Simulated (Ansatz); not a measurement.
**Cl$_{2}$FHSi···H$_{2}$O: density, localisation and related maps**

Input

```
crystal:
  periodic: [false, false, false]
  atoms:
    - {symbol: Si, position_ang: [-1.032570, -0.399952, -0.695523]}
    - {symbol: O, position_ang: [1.865981, 0.589915, 0.860818]}
    - {symbol: Cl, position_ang: [0.414513, -1.119025, -1.899649]}
    - {symbol: Cl, position_ang: [-1.060995, -1.365626, 1.087651]}
    - {symbol: H, position_ang: [-2.343445, -0.536066, -1.341594]}
    - {symbol: H, position_ang: [1.349249, 1.378379, 0.676735]}
    - {symbol: F, position_ang: [-0.780466, 1.143633, -0.423902]}
    - {symbol: H, position_ang: [1.587632, 0.308842, 1.735465]}
basis:
  gaussian: {orbitals: def2-TZVPP}
hamiltonian: {xc: pbe0, dispersion: d4}
output: {orbitals: {seedname: orbitals}}
```

Command:

```sh
ansatz run in.yaml --threads 4 --pin off --events-out ev --progress --plain --max-ram 9574MiB
```

The product side of a reaction path; geometry: PBE0-D4/def2-TZVP.

The calculation used Ansatz 0.2.0, RKS PBE0-D4/def2-TZVPP.

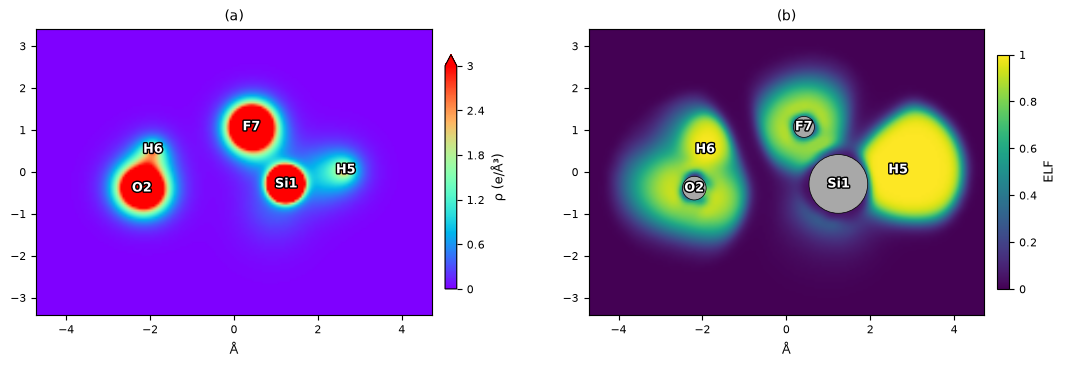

Figure 1. (a) total electron density; (b) electron localisation function on the plane of atoms H5, Si1 and F7. Grey discs cover the atomic cores in the ELF map.

Q: Read the bonding off the picture.

A: Atoms in the plane: Si, O, H and F. F7···H6 (2.41 Å): the density falls to about 0.05 e/Å³ on the way; the ELF dips to about 0 between them (a closed-shell contact with the geometry of a hydrogen bond). Si–F (1.59 Å): ρ at the midpoint is about 1.2 e/Å³; the ELF peaks at about 0.85 in the valence shell of F, 0.6 Å from its nucleus, and is about 0.45 at the midpoint. O–H (0.96 Å): ρ is about 3.8 e/Å³ halfway; the ELF climbs to about 1 towards the hydrogen, as it does in any bond to H; an ordinary covalent bond to hydrogen. Si–H (1.47 Å): the density is about 0.89 e/Å³ at the midpoint; the ELF climbs to about 1 towards the hydrogen. The ELF also peaks beside O2 and F7, away from the bonds: lone-pair regions.

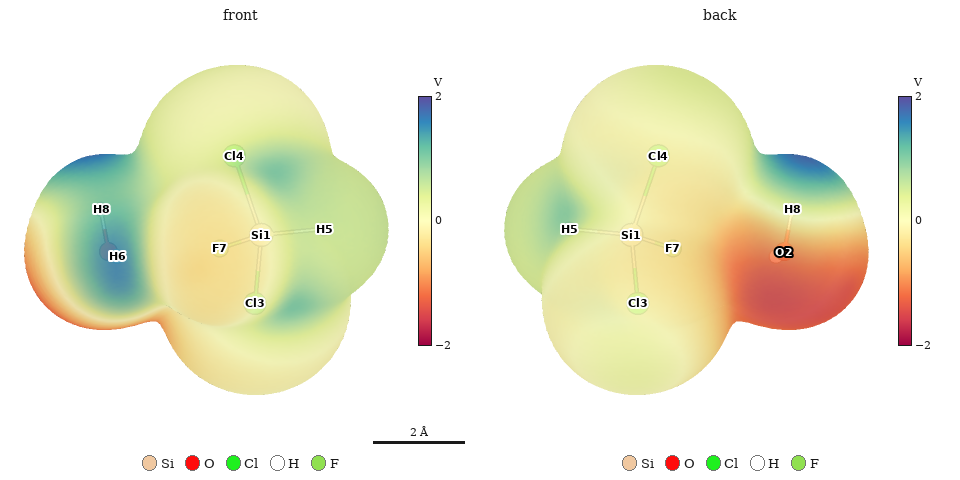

Figure 2. The electrostatic potential painted on the density surface at 0.001 e/bohr³, seen from the front and from behind; red is negative and blue positive.

Q: Which sites attract a positive test charge, and which a negative one?

A: A positive charge is drawn to the negative regions and a negative charge to the positive ones. The most negative region (about −1.5 V, or −35 kcal/mol for a unit charge) lies over O2, the most positive (about +1.7 V, or +39 kcal/mol for a unit charge) over H8. Cl3 shows a σ-hole: about +0.2 V at the tip opposite its bond, against about −0.3 V, or −7 kcal/mol for a unit charge on its flanks. O2 is the likeliest acceptor of a hydrogen bond.

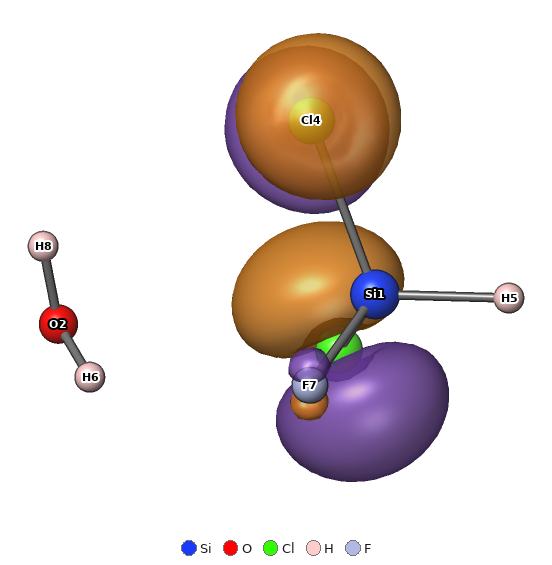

Figure 3. The HOMO−1 at ±0.15 Å⁻³ᐟ² (orange and purple are the two phases), seen at a tilt.

Q: Where does this orbital lie, and at what energy?

A: By Hirshfeld shares it lies mainly on Cl3 (about 55 %) and Cl4 (about 40 %); largely a combination of lone pairs on Cl3 and Cl4. Its energy is −9.62 eV.
